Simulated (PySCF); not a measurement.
**One shape, several levels: H2S (hydrogen sulfide)**

Aim: a comparison of 6 runs (M06-2X/6-31G*, SVWN5/6-31G*, MP2/6-31G*, NEVPT2(2,2)/6-31G*, QCISD(T)/6-31G*, CISD/6-31G*) of H2S (hydrogen sulfide). 

The calculation is run with PySCF 2.14.0.

2 further runs of the same task are left out: 2 set aside as unsound or not needed.

## (1) The system as given

The species is H2S (3 atoms), meant as a singlet with charge 0. SMILES: `S`. The S1–H3 distance was set to 2.951 Å, away from the relaxed value. At this shape a bond of the SMILES string is far longer than usual.

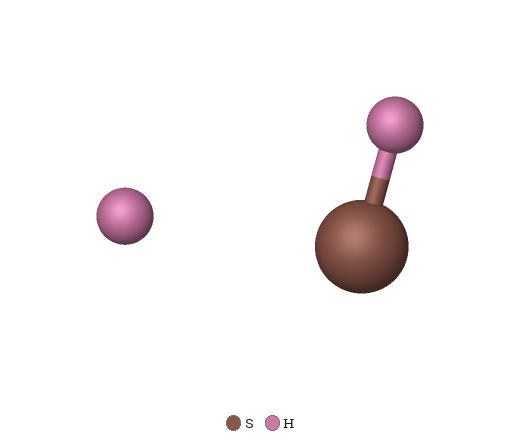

Viewed from a chosen angle; sulfur brown, hydrogen pink.

## (2) A single-point energy at M06-2X/6-31G(d) (spherical functions) (run 1)

Contents of input.py:

```python
from pyscf import gto, dft

mol = gto.Mole()
mol.atom = 'S 1.802191 0.243205 1.024147; H 1.404591 1.521505 0.942647; H -0.593400 -0.717100 -0.406300'
mol.verbose = 4
mol.max_memory = 1860
mol.spin = 0
mol.basis = '6-31g*'
mol.build()

mf = dft.RKS(mol)
mf.xc = 'm06-2x'
mf.grids.level = 5
mf.conv_tol = 1e-10
mf.kernel()
if not mf.converged:
    mf = mf.newton().run(mf.mo_coeff, mf.mo_occ)

etot = mf.e_tot
print('E = %.10f Eh' % etot)
```

Launch:

```
OMP_NUM_THREADS=1 python input.py
```

What it wrote:

```text
PySCF version 2.14.0

[INPUT] num. atoms = 3
[INPUT] num. electrons = 18
[INPUT] charge = 0
[INPUT] spin (= nelec alpha-beta = 2S) = 0
[INPUT] symmetry False subgroup None
[INPUT] Mole.unit = angstrom
[INPUT] Symbol           X                Y                Z      unit          X                Y                Z       unit  Magmom
[INPUT]  1 S      1.802191000000   0.243205000000   1.024147000000 AA    3.405647414156   0.459590842125   1.935357341295 Bohr   0.0
[INPUT]  2 H      1.404591000000   1.521505000000   0.942647000000 AA    2.654292307029   2.875227747156   1.781344662143 Bohr   0.0
[INPUT]  3 H     -0.593400000000  -0.717100000000  -0.406300000000 AA   -1.121363482317  -1.355122603926  -0.767795724411 Bohr   0.0

[... 65 lines left out ...]
converged SCF energy = -399.144233512666
E = -399.1442335127 Eh
```

Run time: 2.9 s. Hardware: 1 thread of Arm Neoverse V1, shared host; peak memory 0.18 GiB.

## (3) A single-point energy at SVWN5/6-31G(d) (spherical functions) (run 2)

Contents of run.py:

```python
from pyscf import gto, dft

mol = gto.Mole()
mol.atom = 'S 1.802191 0.243205 1.024147; H 1.404591 1.521505 0.942647; H -0.593400 -0.717100 -0.406300'
mol.verbose = 4
mol.spin = 0
mol.charge = 0
mol.basis = '6-31g*'
mol.max_memory = 1860
mol.build()

ks = dft.RKS(mol)
ks.xc = 'svwn'
ks.grids.level = 5
ks.conv_tol = 1e-10
ks.kernel()
if not ks.converged:
    ks = ks.newton().run(ks.mo_coeff, ks.mo_occ)

energy = ks.e_tot
print('E(%s) = %.9f' % ('SVWN5', energy))
```

Launch:

```
OMP_NUM_THREADS=1 python run.py
```

What it wrote:

```text
PySCF version 2.14.0

[INPUT] num. atoms = 3
[INPUT] num. electrons = 18
[INPUT] charge = 0
[INPUT] spin (= nelec alpha-beta = 2S) = 0
[INPUT] symmetry False subgroup None
[INPUT] Mole.unit = angstrom
[INPUT] Symbol           X                Y                Z      unit          X                Y                Z       unit  Magmom
[INPUT]  1 S      1.802191000000   0.243205000000   1.024147000000 AA    3.405647414156   0.459590842125   1.935357341295 Bohr   0.0
[INPUT]  2 H      1.404591000000   1.521505000000   0.942647000000 AA    2.654292307029   2.875227747156   1.781344662143 Bohr   0.0
[INPUT]  3 H     -0.593400000000  -0.717100000000  -0.406300000000 AA   -1.121363482317  -1.355122603926  -0.767795724411 Bohr   0.0

[... 67 lines left out ...]
WARN: HOMO -0.221121458444701 == LUMO -0.220162878871184
[... 16 lines left out ...]
converged SCF energy = -397.799430176867
E(SVWN5) = -397.799430177
```

It took 2 s on 1 thread of Arm Neoverse V1, shared host; peak memory 0.13 GiB.

Runs 3 to 5 aren't shown in full; the table further down has their settings and results.

## (4) The energy at CISD/6-31G(d) (spherical functions) (run 6)

Contents of geometry.xyz:

```xyz
3

S      1.802191     0.243205     1.024147
H      1.404591     1.521505     0.942647
H     -0.593400    -0.717100    -0.406300
```

Contents of job.py:

```python
from pyscf import gto, scf, ci

system = gto.Mole()
system.atom = 'geometry.xyz'
system.max_memory = 1860
system.charge = 0
system.spin = 0
system.basis = '6-31g*'
system.verbose = 3
system.build()

calc0 = scf.RHF(system)
calc0.conv_tol = 1e-10
calc0.kernel()
if not calc0.converged:
    calc0 = calc0.newton().run(calc0.mo_coeff, calc0.mo_occ)

cisd = ci.CISD(calc0, frozen=5)
cisd.kernel()
energy = cisd.e_tot
print('Final energy', energy)
```

Launch:

```
OMP_NUM_THREADS=1 python job.py
```

What it wrote:

```text
converged SCF energy = -398.447498359033
E(RCISD) = -398.6478762558222  E_corr = -0.2003778967888936
Final energy -398.64787625582215
```

Run time: 0.72 s. Hardware: 1 thread of Arm Neoverse V1, shared host; peak memory 0.1 GiB.

## (5) The series

| run | level | integration grid | frozen core orbitals | energy (Eh) | dipole moment (D) of the reference | HOMO energy (eV) | LUMO energy (eV) | wall time |
| --- | --- | --- | --- | --- | --- | --- | --- | --- |
| 1 | M06-2X/6-31G* (spherical functions) | 5 | – | -399.144234 | 1.42 | -8.61 | -4.60 | 2.9 s |
| 2 | SVWN5/6-31G* (spherical functions) | 5 | – | -397.799430 | 1.51 | -6.04 | -5.98 | 2 s |
| 3 | MP2/6-31G* (spherical functions) | – | 5 | -398.614531 | 1.26 | -9.44 | -2.50 | 0.78 s |
| 4 | NEVPT2(2,2)/6-31G* (spherical functions) | – | – | -398.671089 | 1.26 | -9.44 | -2.50 | 0.91 s |
| 5 | QCISD(T)/6-31G* (spherical functions) | – | 5 | -398.688071 | 1.26 | -9.44 | -2.50 | 0.91 s |
| 6 | CISD/6-31G* (spherical functions) | – | 5 | -398.647876 | 1.26 | -9.44 | -2.50 | 0.72 s |

## (6) Summary of results

```
                                          quantity          value
                               run 6: total energy  -398.64788 Eh
       run 6: dipole moment (Hartree–Fock density)         1.26 D
        run 6: HOMO energy (Hartree–Fock orbitals)       -9.44 eV
        run 6: LUMO energy (Hartree–Fock orbitals)       -2.50 eV
      run 6: HOMO–LUMO gap (Hartree–Fock orbitals)        6.95 eV
run 6: correlation energy (5 core orbitals frozen)     -200.4 mEh
```

In words: Totals of different functionals can't be ranked against each other. In run 5 the T1 diagnostic is large, so a single reference may not serve. In runs 1, 2, 3, 5, 6 a closed-shell determinant meets a far-stretched bond, which it describes badly. All runs together took 8.2 s, the longest 2.9 s.
